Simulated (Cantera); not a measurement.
Charge: 1 mol CuO, 0.89 mol C, a varied amount of CO, equilibrated at 1125 K and 1.10 bar.

These are equilibrium values from Cantera (NASA tables, ideal gas, pure condensed phases), not measurements of a reactor. Candidate condensed phases: C, Cu, CuO, Cu2O; 15 gas species. Rates play no part.

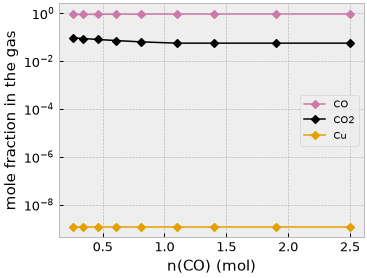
Figure. Equilibrium gas composition (values under 1e-9 drawn at 1e-9)

From 0.26 mol CO to 0.81 mol CO the condensed part is Cu(s). From 1.1 mol CO to 2.5 mol CO the condensed part is C(graphite) + Cu(s).
